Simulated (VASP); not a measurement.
Band structure of BAs (zinc blende). All values below come from PBE GGA, VASP's PBE PAW potentials (set 64) (plane waves; VASP).

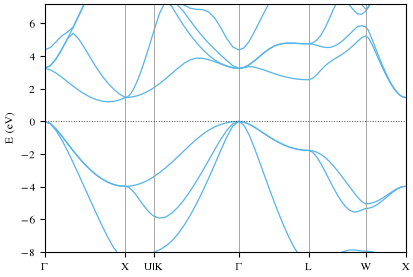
Bands along high-symmetry lines, zero at the valence-band maximum or, without a gap, the Fermi level

### Question
Read the plot: is there a gap, and where are the band edges?

### Answer
The gap is indirect, 1.20 eV, from the valence maximum at Γ to the conduction minimum at Γ-X at 0.79. (Edges off the drawn lines would not show.)

Measured: gap 1.82 eV (computed value off by -0.62 eV), as given by Wikipedia, List of semiconductor materials.

The compound is BAs in the zinc blende structure. It was relaxed first.
